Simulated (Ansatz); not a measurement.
Geometry relaxation of TiH2OF4 (part 2 of 2)

The same run, continued: TiH2OF4; RKS PBE0-D4/def2-TZVP (Ansatz 0.2.0). The geometry is a transition state displaced along its imaginary mode. The reaction was set up to form Ti1–O7 and F2–H6 and to break Ti1–F2 and H6–O7 (atoms counted from 1 in the order of the input); sticks are drawn by distance alone.

Geometry of the input (Å):
```
Ti -0.4962  -0.0151  -0.5005
F  0.5229  -1.3963  1.0165
F  0.1585  -1.0605  -1.7556
F  -2.0290  -0.6126  0.0954
F  -0.8443  1.4403  -1.3653
H  0.8634  -0.7073  1.1098
O  0.6184  0.8083  0.7133
H  1.2063  1.5431  0.6864
```

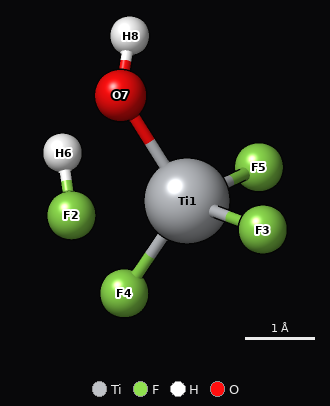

*The geometry at step 6 of the log (ball-and-stick view, seen at a tilt; atoms are numbered from 1 in the order of the input).*

## Output, continued
```
relax step  11: F+E_penalty+E_count = -36058.09609789 eV  Δ(F+E_penalty+E_count) = -3.986e-5 eV  max|allowed force component| = 1.038e-2 eV/Å  Δτ_max = 0.0046 Å  (36 SCF iters, accepted)
these checks for a lower state are left out or cut short: starts, cluster_reference, orbital_swaps, neighbouring_geometries, increment
1329 factors; their error is unknown
mean field evaluation 96: about -36057.9717 eV, gradient 2.0e-5 eV
mean field -36057.97169958 eV, -1325.1060189885 hartree, gradient 2.0e-5 eV, S^2 0.000000; 0 other end points of the search recorded, 0 dependent functions left out
the calculation of the forces begins
reference -36057.97173935 eV, -1325.1060204499 hartree; 34, 34 occupied and 178, 178 virtual orbitals, 1329 factors
relax step  12: F+E_penalty+E_count = -36058.09611091 eV  Δ(F+E_penalty+E_count) = -1.302e-5 eV  max|allowed force component| = 6.387e-4 eV/Å  Δτ_max = 0.0020 Å  (36 SCF iters, accepted)
1329 factors; their error is unknown
mean field -36057.97169958 eV, -1325.1060189885 hartree, gradient 7.2e-5 eV, S^2 0.000000; 1 other end points of the search recorded, 0 dependent functions left out
the calculation of the forces begins
reference -36057.97173935 eV, -1325.1060204499 hartree; 34, 34 occupied and 178, 178 virtual orbitals, 1329 factors
Total energy: -36058.09615067 eV, -1325.1105924819 hartree
Atom 0 at    -0.472247     0.067243    -0.554122 Å, force    -0.000013     0.000346    -0.000113 eV/Å
Atom 1 at     0.467512    -1.621825     0.991300 Å, force    -0.000263    -0.000174    -0.000079 eV/Å
Atom 2 at     0.206197    -1.028287    -1.733803 Å, force     0.000046    -0.000002    -0.000453 eV/Å
Atom 3 at    -1.959716    -0.483511     0.178161 Å, force    -0.000323     0.000121    -0.000169 eV/Å
Atom 4 at    -0.937276     1.470022    -1.480808 Å, force    -0.000026    -0.000623     0.000398 eV/Å
Atom 5 at     0.952756    -0.897126     1.334704 Å, force     0.000392     0.000430     0.000348 eV/Å
Atom 6 at     0.733373     0.787858     0.606510 Å, force     0.000223     0.000541    -0.000006 eV/Å
Atom 7 at     1.009400     1.705526     0.658060 Å, force    -0.000034    -0.000639     0.000075 eV/Å
Dipole moment:     0.419071     0.446498     0.347701 e Å
```

## Trajectory as extended XYZ (Å, eV, eV/Å), 12 frames, from step=1 to step=12
```
8
Properties=species:S:1:pos:R:3:forces:R:3 step=1 energy=-36056.65702
Ti   -0.4962   -0.0151   -0.5005   -0.0322   0.1789  -0.2327
F     0.5229   -1.3963    1.0165   -7.4616 -15.7823  -2.1471
F     0.1585   -1.0605   -1.7556    0.0009   0.2025   0.3336
F    -2.0290   -0.6126    0.0954    0.1417   0.0948   0.0370
F    -0.8443    1.4403   -1.3653   -0.2985   0.2334  -0.3920
H     0.8634   -0.7073    1.1098    7.6888  14.5035   2.7556
O     0.6184    0.8083    0.7133   -0.3949  -0.3100  -0.1597
H     1.2063    1.5431    0.6864    0.3558   0.8792  -0.1947
8
Properties=species:S:1:pos:R:3:forces:R:3 step=2 energy=-36058.04368
Ti   -0.4888    0.0269   -0.5169   -0.0296  -0.1382  -0.2133
F     0.4910   -1.5501    0.9610   -0.1467  -0.1885  -0.0474
F     0.1857   -1.0350   -1.7381   -0.0220   0.2029   0.1697
F    -1.9914   -0.5875    0.1320    0.1049   0.1347  -0.0084
F    -0.9102    1.4463   -1.4280   -0.1198   0.0498  -0.1144
H     0.8653   -0.7258    1.2379    0.2480   0.1401   0.2177
O     0.6508    0.8205    0.6873    0.0107  -0.3477   0.0649
H     1.1978    1.6045    0.6647   -0.0456   0.1469  -0.0687
8
Properties=species:S:1:pos:R:3:forces:R:3 step=3 energy=-36058.06503
Ti   -0.4911    0.0352   -0.5359    0.0100  -0.0246   0.0094
F     0.4805   -1.5464    0.9833    0.0905   0.0269   0.1103
F     0.1887   -1.0150   -1.7566    0.0246   0.0588   0.0848
F    -1.9872   -0.5669    0.1322    0.0373   0.0605  -0.0119
F    -0.9379    1.4481   -1.4503   -0.0437   0.0274  -0.0291
H     0.9069   -0.7464    1.2819   -0.1323  -0.2224  -0.0938
O     0.6638    0.7904    0.6775    0.1377   0.0289  -0.0026
H     1.1764    1.6009    0.6679   -0.1239   0.0446  -0.0671
8
Properties=species:S:1:pos:R:3:forces:R:3 step=4 energy=-36058.07542
Ti   -0.4959    0.0493   -0.5447    0.1185   0.1013   0.0873
F     0.4868   -1.5754    1.0082    0.0089   0.0104   0.0268
F     0.2168   -1.0019   -1.7395   -0.0120  -0.0182   0.0019
F    -1.9849   -0.5353    0.1479   -0.0058  -0.0076  -0.0094
F    -0.9590    1.4530   -1.4702    0.0265  -0.0283   0.0542
H     0.9068   -0.7623    1.2668   -0.0238  -0.1670   0.0119
O     0.6915    0.7649    0.6657   -0.1984  -0.1880  -0.1557
H     1.1377    1.6075    0.6658    0.0861   0.2974  -0.0169
8
Properties=species:S:1:pos:R:3:forces:R:3 step=5 energy=-36058.08266
Ti   -0.4893    0.0504   -0.5465    0.0744   0.0964   0.1069
F     0.4743   -1.5895    1.0144    0.0819   0.1506   0.0330
F     0.2190   -1.0024   -1.7411    0.0127  -0.0581  -0.0320
F    -1.9772   -0.5269    0.1538   -0.0362  -0.0242   0.0012
F    -0.9561    1.4553   -1.4654    0.0145   0.0174   0.0141
H     0.9132   -0.7862    1.2724   -0.0733  -0.2393   0.0007
O     0.7030    0.7649    0.6534    0.0100   0.1442  -0.1180
H     1.1131    1.6343    0.6590   -0.0840  -0.0869  -0.0059
8
Properties=species:S:1:pos:R:3:forces:R:3 step=6 energy=-36058.08863
Ti   -0.4820    0.0541   -0.5486    0.0230   0.0281   0.0422
F     0.4680   -1.6079    1.0152    0.1600   0.2943   0.0674
F     0.2156   -1.0110   -1.7412    0.0046  -0.0383  -0.0150
F    -1.9727   -0.5117    0.1593   -0.0225  -0.0202   0.0083
F    -0.9444    1.4649   -1.4603   -0.0004   0.0316  -0.0166
H     0.9295   -0.8255    1.2928   -0.1479  -0.3147  -0.0533
O     0.7187    0.7678    0.6321    0.1295   0.3627  -0.0335
H     1.0672    1.6692    0.6506   -0.1463  -0.3435   0.0006
8
Properties=species:S:1:pos:R:3:forces:R:3 step=7 energy=-36058.09523
Ti   -0.4772    0.0624   -0.5545    0.1112   0.0427   0.1093
F     0.4683   -1.6175    0.9983    0.0003   0.0197  -0.0063
F     0.2076   -1.0257   -1.7360   -0.0045  -0.0037  -0.0114
F    -1.9630   -0.4972    0.1722   -0.0141   0.0023  -0.0036
F    -0.9358    1.4724   -1.4701   -0.0233   0.0171  -0.0324
H     0.9425   -0.8752    1.3232    0.0068  -0.0126   0.0090
O     0.7300    0.7853    0.6129   -0.0864  -0.1292  -0.0639
H     1.0275    1.6953    0.6541    0.0100   0.0636  -0.0007
8
Properties=species:S:1:pos:R:3:forces:R:3 step=8 energy=-36058.09580
Ti   -0.4692    0.0654   -0.5488   -0.0558  -0.0082  -0.0628
F     0.4630   -1.6221    0.9898    0.0027   0.0163  -0.0042
F     0.2077   -1.0244   -1.7342    0.0152  -0.0182  -0.0019
F    -1.9602   -0.4842    0.1767   -0.0067  -0.0086   0.0180
F    -0.9373    1.4654   -1.4775    0.0023   0.0179  -0.0004
H     0.9512   -0.8996    1.3336    0.0084  -0.0025   0.0118
O     0.7344    0.7906    0.6082    0.0300   0.0093   0.0321
H     1.0104    1.7088    0.6521    0.0039  -0.0060   0.0073
8
Properties=species:S:1:pos:R:3:forces:R:3 step=9 energy=-36058.09580 accepted=F
Ti   -0.4723    0.0678   -0.5534   -0.0189  -0.0566  -0.0082
F     0.4660   -1.6169    0.9892   -0.0025  -0.0362   0.0081
F     0.2078   -1.0263   -1.7339   -0.0051   0.0033   0.0016
F    -1.9605   -0.4837    0.1780    0.0045   0.0029  -0.0047
F    -0.9364    1.4711   -1.4791   -0.0010   0.0173  -0.0050
H     0.9558   -0.8984    1.3387   -0.0074   0.0055  -0.0101
O     0.7331    0.7836    0.6085    0.0239   0.0635   0.0100
H     1.0065    1.7026    0.6518    0.0065   0.0002   0.0083
8
Properties=species:S:1:pos:R:3:forces:R:3 step=10 energy=-36058.09606
Ti   -0.4711    0.0663   -0.5517   -0.0240  -0.0026  -0.0276
F     0.4653   -1.6214    0.9907    0.0017   0.0062  -0.0009
F     0.2070   -1.0264   -1.7340    0.0067  -0.0077  -0.0016
F    -1.9601   -0.4846    0.1772   -0.0037  -0.0031   0.0078
F    -0.9373    1.4683   -1.4789    0.0007   0.0061  -0.0001
H     0.9520   -0.8978    1.3344    0.0027  -0.0015   0.0041
O     0.7334    0.7891    0.6075    0.0142   0.0027   0.0151
H     1.0108    1.7065    0.6548    0.0018   0.0000   0.0031
8
Properties=species:S:1:pos:R:3:forces:R:3 step=11 energy=-36058.09610
Ti   -0.4723    0.0681   -0.5544    0.0023  -0.0104   0.0026
F     0.4688   -1.6230    0.9904    0.0002   0.0044   0.0020
F     0.2064   -1.0286   -1.7330   -0.0021   0.0028   0.0009
F    -1.9593   -0.4821    0.1794    0.0005   0.0003  -0.0023
F    -0.9375    1.4695   -1.4827    0.0002   0.0042   0.0004
H     0.9522   -0.8972    1.3341    0.0005  -0.0029   0.0002
O     0.7329    0.7878    0.6073   -0.0037  -0.0004  -0.0057
H     1.0089    1.7054    0.6588    0.0020   0.0020   0.0019
8
Properties=species:S:1:pos:R:3:forces:R:3 step=12 energy=-36058.09611
Ti   -0.4722    0.0672   -0.5541    0.0000   0.0003  -0.0001
F     0.4675   -1.6218    0.9913   -0.0003  -0.0002  -0.0001
F     0.2062   -1.0283   -1.7338    0.0000   0.0000  -0.0005
F    -1.9597   -0.4835    0.1782   -0.0003   0.0001  -0.0002
F    -0.9373    1.4700   -1.4808    0.0000  -0.0006   0.0004
H     0.9528   -0.8971    1.3347    0.0004   0.0004   0.0003
O     0.7334    0.7879    0.6065    0.0002   0.0005   0.0000
H     1.0094    1.7055    0.6581    0.0000  -0.0006   0.0001
```

## Results in brief

- outcome: converged
- total energy: −36058.0962 eV
- mean-field energy: −36057.9717 eV
- dispersion energy: −0.1244 eV
- SCF solution under orbital rotations: stable
- largest force (length of the vector) at the end: 0.001 eV/Å
- dipole moment: 3.38 D
- hardware: 8 threads of Arm Neoverse V2, 23 GiB of memory available, shared host
- wall time: 28 s (CPU time 3.2 min)
- peak memory: 0.61 GiB
